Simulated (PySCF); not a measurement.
# One shape, several levels: InNH2Cl2 (InCl2(NH2))

Aim: a comparison of 3 runs (HF/3-21G, r2SCAN/def2-SVP, TPSS/def2-SVPD) of InNH2Cl2 (InCl2(NH2)). 

Program for the calculation: PySCF 2.14.0.

### 1 Starting point

InNH2Cl2 has 6 atoms, charge 0, and is taken as a singlet. As SMILES, `[NH2][In]([Cl])[Cl]`. Geometry: a GFN2-xTB relaxation, a rough one for these elements and not checked as a minimum.

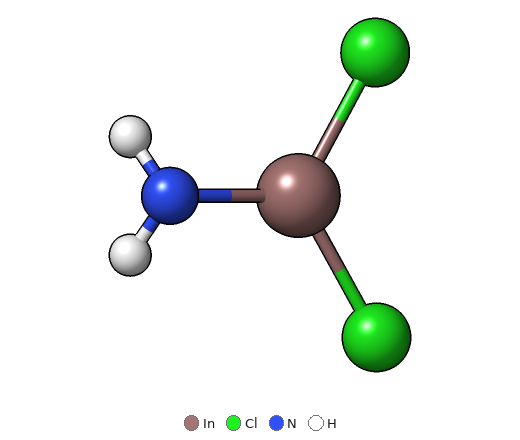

The structure, seen from a chosen angle (indium brown, chlorine green, nitrogen blue, hydrogen white).

### 2 Energy and forces at HF/3-21G (run 1)

run.py

```python
# InCl2(NH2)
import pyscf.grad
from pyscf import gto, scf

mol = gto.M(
    atom='''
In   0.315470   0.702830   0.046490
Cl   2.583090   0.960880   0.262120
Cl  -1.014260   2.569070  -0.041060
N   -0.539330  -1.159000   0.206460
H   -1.417680  -1.197070  -0.301910
H    0.072720  -1.876710  -0.172090
''',
    spin=0,
    verbose=4,
    max_memory=1860,
    basis='3-21g',
)

mf = scf.RHF(mol)
mf.conv_tol = 1e-10
mf.kernel()
if not mf.converged:
    mf = mf.newton().run(mf.mo_coeff, mf.mo_occ)

etot = mf.e_tot
print('E = %.10f Eh' % etot)
grad = mf.Gradients().kernel()
mf.analyze()
```

The run is started by

```sh
$ OMP_NUM_THREADS=1 python run.py
```

Output:

```text
PySCF version 2.14.0

[... 80 lines left out ...]
DFT Exchange-Correlation Energy =     -216.262367052291211
[... 8 lines left out ...]
MO #7   energy= -104.09759486025   occ= 2
[... 6 lines left out ...]
MO #14  energy= -17.5781219556007  occ= 2
[... 6 lines left out ...]
MO #21  energy= -7.95382150527582  occ= 2
[... 6 lines left out ...]
MO #28  energy= -3.55570321994165  occ= 2
[... 6 lines left out ...]
MO #35  energy= -1.10767852540325  occ= 2
[... 6 lines left out ...]
MO #42  energy= -0.481442245808685 occ= 2
[... 6 lines left out ...]
MO #49  energy= 0.133942928646242  occ= 0
[... 6 lines left out ...]
MO #56  energy= 0.403557344599477  occ= 0
[... 6 lines left out ...]
MO #63  energy= 0.930839829938642  occ= 0
[... 6 lines left out ...]
MO #70  energy= 2.52058065700808   occ= 0
[... 40 lines left out ...]
pop of  1 Cl 3px          1.66475
pop of  1 Cl 3py          1.94147
pop of  1 Cl 3pz          1.92345
pop of  1 Cl 4px          0.00073
pop of  1 Cl 4py          0.00141
pop of  1 Cl 4pz          0.00164
pop of  2 Cl 1s           1.99999
pop of  2 Cl 2s           1.99971
pop of  2 Cl 3s           1.85659
pop of  2 Cl 4s           0.00232
pop of  2 Cl 2px          1.99992
pop of  2 Cl 2py          1.99991
pop of  2 Cl 2pz          1.99995
pop of  2 Cl 3px          1.84144
pop of  2 Cl 3py          1.76202
pop of  2 Cl 3pz          1.92670
pop of  2 Cl 4px          0.00109
pop of  2 Cl 4py          0.00105
pop of  2 Cl 4pz          0.00164
pop of  3 N 1s            1.99977
pop of  3 N 2s            1.40885
pop of  3 N 3s            0.00265
pop of  3 N 2px           1.21671
pop of  3 N 2py           1.32511
pop of  3 N 2pz           1.67074
pop of  3 N 3px           0.00154
pop of  3 N 3py           0.00435
pop of  3 N 3pz           0.01323
pop of  4 H 1s            0.79611
pop of  4 H 2s            0.00933
pop of  5 H 1s            0.79622
pop of  5 H 2s            0.00929
 ** Mulliken atomic charges  **
charge of    0In =      1.03787
charge of    1Cl =     -0.39164
charge of    2Cl =     -0.39232
charge of    3N =     -0.64295
charge of    4H =      0.19456
charge of    5H =      0.19448
Dipole moment(X, Y, Z, Debye): -1.20396, -3.13437, -2.10499
```

It took 6 s on 1 thread of Intel Xeon at 2.70GHz, shared host; peak memory 0.14 GiB.

### 3 Energy and gradient at r2SCAN/def2-SVP (core potential) (run 2)

run.py

```python
import pyscf.grad
from pyscf import gto, dft

mol = gto.M(
    atom=[
    ('In', (0.315470, 0.702830, 0.046490)),
    ('Cl', (2.583090, 0.960880, 0.262120)),
    ('Cl', (-1.014260, 2.569070, -0.041060)),
    ('N', (-0.539330, -1.159000, 0.206460)),
    ('H', (-1.417680, -1.197070, -0.301910)),
    ('H', (0.072720, -1.876710, -0.172090)),
],
    ecp={'In': 'def2-svp'},
    verbose=4,
    max_memory=1860,
    charge=0,
    basis='def2-svp',
)

mf = dft.RKS(mol, xc='r2scan')
mf.conv_tol = 1e-10
mf.grids.level = 5
mf.kernel()
if not mf.converged:
    mf = mf.newton().run(mf.mo_coeff, mf.mo_occ)

e_tot = mf.e_tot
print(f'total energy: {e_tot:.8f} hartree')
grad = mf.Gradients().kernel()
mf.analyze()
```

The run is started by

```sh
$ OMP_NUM_THREADS=1 python run.py
```

Output:

```text
PySCF version 2.14.0

[... 98 lines left out ...]
Two-electron Energy =                  812.913786322265537
[... 9 lines left out ...]
MO #6   energy= -7.10861516599554  occ= 2
[... 7 lines left out ...]
MO #14  energy= -3.06144922487452  occ= 2
[... 7 lines left out ...]
MO #22  energy= -0.728336543772844 occ= 2
[... 7 lines left out ...]
MO #30  energy= -0.292054302199202 occ= 2
[... 7 lines left out ...]
MO #38  energy= 0.125685137987341  occ= 0
[... 7 lines left out ...]
MO #46  energy= 0.408121016091555  occ= 0
[... 7 lines left out ...]
MO #54  energy= 0.755979646438089  occ= 0
[... 7 lines left out ...]
MO #62  energy= 0.868678607171477  occ= 0
[... 7 lines left out ...]
MO #70  energy= 1.25572147840495   occ= 0
[... 7 lines left out ...]
MO #78  energy= 2.50370190781787   occ= 0
[... 7 lines left out ...]
MO #86  energy= 61.1356712186552   occ= 0
[... 56 lines left out ...]
pop of  2 Cl 4px          0.00802
pop of  2 Cl 4py          0.00489
pop of  2 Cl 4pz          0.00791
pop of  2 Cl 3dxy         0.00738
pop of  2 Cl 3dyz         0.00525
pop of  2 Cl 3dz^2        0.00278
pop of  2 Cl 3dxz         0.00278
pop of  2 Cl 3dx2-y2      0.00637
pop of  3 N 1s            1.99988
pop of  3 N 2s            1.49727
pop of  3 N 3s            0.01686
pop of  3 N 2px           1.26154
pop of  3 N 2py           1.39615
pop of  3 N 2pz           1.69691
pop of  3 N 3px           0.01920
pop of  3 N 3py           0.01807
pop of  3 N 3pz           0.03846
pop of  3 N 3dxy          0.00245
pop of  3 N 3dyz          0.00331
pop of  3 N 3dz^2         0.00169
pop of  3 N 3dxz          0.00264
pop of  3 N 3dx2-y2       0.00093
pop of  4 H 1s            0.77312
pop of  4 H 2s            0.01395
pop of  4 H 2px           0.00152
pop of  4 H 2py           0.00134
pop of  4 H 2pz           0.00187
pop of  5 H 1s            0.77089
pop of  5 H 2s            0.01418
pop of  5 H 2px           0.00121
pop of  5 H 2py           0.00135
pop of  5 H 2pz           0.00194
 ** Mulliken atomic charges  **
charge of    0In =      1.86116
charge of    1Cl =     -0.66123
charge of    2Cl =     -0.66319
charge of    3N =     -0.95537
charge of    4H =      0.20819
charge of    5H =      0.21043
Dipole moment(X, Y, Z, Debye): -0.90743, -2.31587, -1.35484
```

It took 44 s on 1 thread of Intel Xeon at 2.70GHz, shared host; peak memory 0.84 GiB.

### 4 Energy and forces at TPSS/def2-SVPD (core potential) (run 3)

job.py

```python
import pyscf.grad
from pyscf import gto, dft

mol = gto.M(
    atom=[
    ('In', (0.315470, 0.702830, 0.046490)),
    ('Cl', (2.583090, 0.960880, 0.262120)),
    ('Cl', (-1.014260, 2.569070, -0.041060)),
    ('N', (-0.539330, -1.159000, 0.206460)),
    ('H', (-1.417680, -1.197070, -0.301910)),
    ('H', (0.072720, -1.876710, -0.172090)),
],
    verbose=3,
    ecp={'In': 'def2-svp'},
    basis='def2-svpd',
    max_memory=1860,
)

calc0 = dft.RKS(mol, xc='tpss')
calc0.grids.level = 5
calc0.conv_tol = 1e-10
calc0.kernel()
if not calc0.converged:
    calc0 = calc0.newton().run(calc0.mo_coeff, calc0.mo_occ)

e_tot = calc0.e_tot
print('Final energy', e_tot)
grad = calc0.Gradients().kernel()
calc0.analyze()
```

The run is started by

```sh
$ OMP_NUM_THREADS=1 python job.py
```

Output:

```text
converged SCF energy = -1166.2526402828
[... 11 lines left out ...]
MO #1   energy= -100.979503861539  occ= 2
[... 10 lines left out ...]
MO #12  energy= -4.56470302573935  occ= 2
[... 10 lines left out ...]
MO #23  energy= -0.71059343327822  occ= 2
[... 10 lines left out ...]
MO #34  energy= -0.0667947609996125 occ= 0
[... 10 lines left out ...]
MO #45  energy= 0.0887876119975729 occ= 0
[... 10 lines left out ...]
MO #56  energy= 0.214813151638572  occ= 0
[... 10 lines left out ...]
MO #67  energy= 0.322407367116263  occ= 0
[... 10 lines left out ...]
MO #78  energy= 0.563798135942856  occ= 0
[... 10 lines left out ...]
MO #89  energy= 0.934847062844804  occ= 0
[... 10 lines left out ...]
MO #100 energy= 1.10471407021159   occ= 0
[... 10 lines left out ...]
MO #111 energy= 1.90822862113752   occ= 0
[... 10 lines left out ...]
MO #122 energy= 61.0480744837387   occ= 0
[... 7 lines left out ...]
Dipole moment(X, Y, Z, Debye): -0.87949, -2.22155, -1.18252
```

Run time: 89 s. Hardware: 1 thread of Intel Xeon at 2.70GHz, shared host; peak memory 1.3 GiB.

### 5 The series

```
run                             level  core potential  integration grid   energy (Eh)  dipole moment (D)  HOMO energy (eV)  LUMO energy (eV)  wall time
  1                          HF/3-21G               –                 –  -6684.775850               3.96            -11.17              0.65        6 s
  2  r2SCAN/def2-SVP (core potential)        def2-svp                 5  -1166.242298               2.83             -6.79             -2.66       44 s
  3   TPSS/def2-SVPD (core potential)        def2-svp                 5  -1166.252640               2.67             -6.93             -3.07       89 s
```

### 6 What came out

```
                       quantity           value
            run 3: total energy  -1166.25264 Eh
           run 3: dipole moment          2.67 D
             run 3: HOMO energy        -6.93 eV
             run 3: LUMO energy        -3.07 eV
           run 3: HOMO–LUMO gap         3.87 eV
run 3: largest force on an atom      1.111 eV/Å
```

The dipole moment (its size) runs from 2.67 D (TPSS/def2-SVPD) to 3.96 D (HF/3-21G). The two ends differ in method and basis and core potential. The HOMO–LUMO gap runs from 3.87 eV (TPSS/def2-SVPD) to 11.82 eV (HF/3-21G). Totals of different functionals can't be ranked against each other. Some runs of one species differ in core potentials or relativity; totals across that change don't compare. In run 1 relativity is left out where basis or elements ask for it. All runs together took 2.3 min, the longest 89 s.
